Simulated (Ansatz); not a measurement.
**FCI/STO-3G run of SnO (tin(ii) oxide)**

What is the energy change on altering one bond length of SnO (tin(ii) oxide) at FCI/STO-3G? 

The results are computed with Ansatz 0.2.0.

53 further runs of the same task are left out: 19 that didn't finish, 34 set aside as unsound or not needed.

### 1 The molecule

SnO has 2 atoms, charge 0, and is taken as a singlet. As SMILES, `[O]=[Sn]`. The coordinates come from a PBE0-D4/def2-TZVP relaxation.

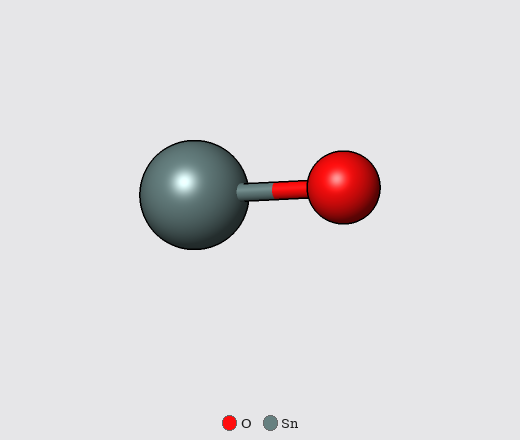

The structure, seen from a chosen angle (oxygen red, tin teal).

### 2 The energy at FCI/STO-3G

The input, job.yaml:

```yaml
crystal:
  periodic: [false, false, false]
  atoms:
    - {symbol: O, position_ang: [-0.000000, 0.000000, -0.007080]}
    - {symbol: Sn, position_ang: [0.000000, -0.000000, 1.810660]}
basis:
  gaussian:
    orbitals: STO-3G
correlation:
  method: fci
  frozen_orbitals: {O: 1, Sn: 18}
accuracy: high
```

Started as:

```
$ ansatz run job.yaml --threads 1 --pin off --max-ram 3480MiB --events-out events.jsonl --progress --plain --runs-dir runs
```

Log:

```text
Warning: RAYON_NUM_THREADS=1 ignored (pool sized by the plan → 1); use --threads N
Functional definition: HF
  name "HF"
  exchange = exact_x
  correlation = 0
568 factors; integrals over basis functions are off by at most 5.0e-9 eV
mean field evaluation 1: about -164269.3672 eV, gradient 3.5e1 eV
mean field evaluation 2: about -164269.4265 eV, gradient 3.5e1 eV
mean field evaluation 4: about -164276.1422 eV, gradient 9.1e0 eV
mean field evaluation 8: about -164276.4014 eV, gradient 5.4e-2 eV
mean field -164276.40137997 eV, -6037.0464001698 hartree, gradient 2.4e-9 eV, S^2 0.000000; 0 other end points of the search recorded, 0 dependent functions left out; unrestricted orbitals would lower it
mean field evaluation 16: about -164276.3373 eV, gradient 2.7e1 eV
unrestricted determinant -164277.46883703 eV, -6037.0856284930 hartree, S^2 0.7956
19 core orbitals not correlated: weight in the atoms' cores, before any rotation towards them, 1.000 or more for the frozen orbitals, at most 0.000 for the correlated occupied ones
reference -164276.40137997 eV, -6037.0464001698 hartree; 10, 10 occupied and 3, 3 virtual orbitals, 568 factors
state -164281.03959348 eV, -6037.2168513724 hartree
Total energy: -164281.03959348 eV, -6037.2168513724 hartree
```

Run time: 1.1 s. Hardware: 1 thread of Arm Neoverse V2, shared host; peak memory 0.093 GiB.

### 3 The distorted shape

The input, job.yaml:

```yaml
crystal:
  periodic: [false, false, false]
  atoms:
    - symbol: O
      position_ang: [-0.000000, 0.000000, -0.461540]
    - symbol: Sn
      position_ang: [0.000000, -0.000000, 1.810660]
basis:
  gaussian:
    orbitals: STO-3G
accuracy: high
magnetization:
  spin_polarized: false
  initial_magnetization: 0
correlation:
  method: fci
  frozen_orbitals: {O: 1, Sn: 18}
```

Started as:

```
$ ansatz run job.yaml --threads 1 --pin off --max-ram 3480MiB --events-out events.jsonl --progress --plain --runs-dir runs
```

Log (excerpt; [...] marks lines left out):

```text
Warning: RAYON_NUM_THREADS=1 ignored (pool sized by the plan → 1); use --threads N
Functional definition: HF
  name "HF"
[...]
557 factors; integrals over basis functions are off by at most 5.0e-9 eV
[...]
mean field -164272.91391912 eV, -6036.9182383473 hartree, gradient 1.4e-8 eV, S^2 0.000000; 8 other end points of the search recorded, 0 dependent functions left out; unrestricted orbitals would lower it
unrestricted determinant -164276.39950771 eV, -6037.0463313655 hartree, S^2 1.2421
19 core orbitals not correlated: weight in the atoms' cores, before any rotation towards them, 1.000 or more for the frozen orbitals, at most 0.000 for the correlated occupied ones
reference -164272.91391912 eV, -6036.9182383473 hartree; 10, 10 occupied and 3, 3 virtual orbitals, 557 factors
state -164279.03784653 eV, -6037.1432885287 hartree
Total energy: -164279.03784653 eV, -6037.1432885287 hartree
```

It took 1.7 s on 1 thread of Arm Neoverse V2, shared host; peak memory 0.099 GiB.

### 4 Outcome

At FCI/STO-3G, 19 core orbitals frozen:

```
                                                          quantity           value
                                         first shape: total energy  -6037.21685 Eh
         first shape: correlation energy (19 core orbitals frozen)      -170.5 mEh
                                     distorted shape: total energy  -6037.14329 Eh
     distorted shape: correlation energy (19 core orbitals frozen)      -225.1 mEh
energy change with the O1–Sn2 bond stretched from 1.818 to 2.272 Å        2.002 eV
```

What this shows: With the O1–Sn2 bond stretched from 1.818 to 2.272 Å the energy rises by 2.00 eV (193 kJ/mol). The first shape isn't relaxed at this level, so the change isn't measured from a minimum. The minimal basis adds a large error of its own. The restricted solution (first shape) is unstable to spin breaking: an unrestricted one lies lower. Relativity is left out (first shape) although the molecule holds a heavy atom. The restricted solution (distorted shape) is unstable to spin breaking: an unrestricted one lies lower. Relativity is left out (distorted shape) although the molecule holds a heavy atom.
